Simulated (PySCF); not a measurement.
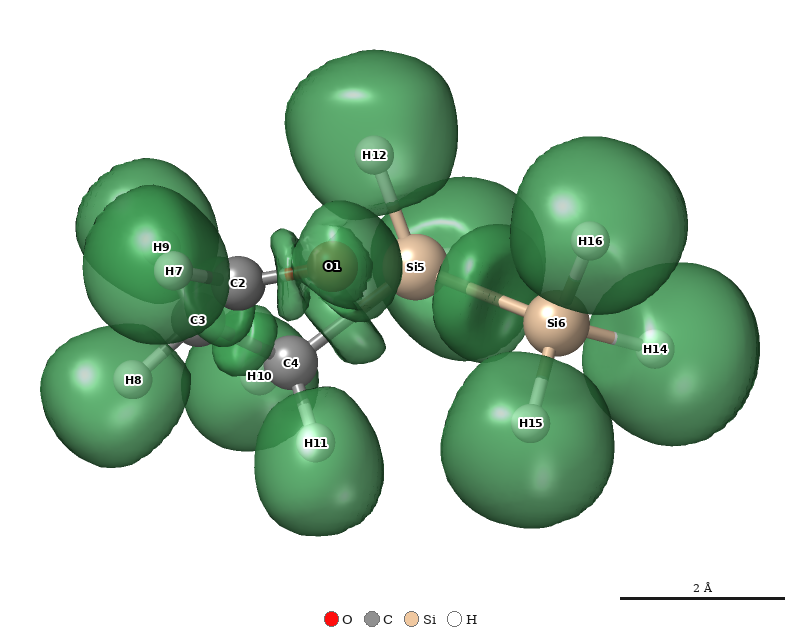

C3H10OSi2 (SMILES O=CCC[SiH2][SiH3]). Isosurface of the electron localisation function at 0.8 (green), seen from one side. Core shells and regions of very low density are left out.

Geometry: GFN2-xTB.

All numbers below come from B3LYP/def2-SVPD, SCF density, gas phase (PySCF 2.14.0).

```tsv
atom	x (Å)	y (Å)	z (Å)
O	-0.8563	1.4304	-0.3576
C	-1.8184	0.7226	-0.2320
C	-1.7606	-0.7457	0.0168
C	-0.3788	-1.1931	0.4694
Si	1.0330	-0.4975	-0.6340
Si	2.1205	1.3117	0.2897
H	-2.8396	1.1409	-0.3187
H	-2.5443	-1.0220	0.7288
H	-2.0181	-1.2227	-0.9358
H	-0.3522	-2.2821	0.4831
H	-0.2272	-0.8647	1.4990
H	0.4750	-0.3262	-1.9845
H	1.9423	-1.6542	-0.7978
H	3.5344	1.0027	0.5474
H	1.5618	1.7133	1.5858
H	2.1209	2.4957	-0.5684
```

### Describe the localisation domains.

The ELF exceeds this value in two regions between bonded C–C atoms (shared pairs), one region between bonded C–Si atoms (shared pairs), one region between bonded Si–Si atoms (shared pairs), ten regions around hydrogen nuclei and one region on O in which the atom's valence shell and bonds are merged. Along the contacts the grid gives the following. C–O (1.20 Å): the ELF peaks at about 0.85 between the atoms: a multiple bond. C–C (1.49 Å): the ELF peaks at about 0.95 between the atoms: a shared electron pair.
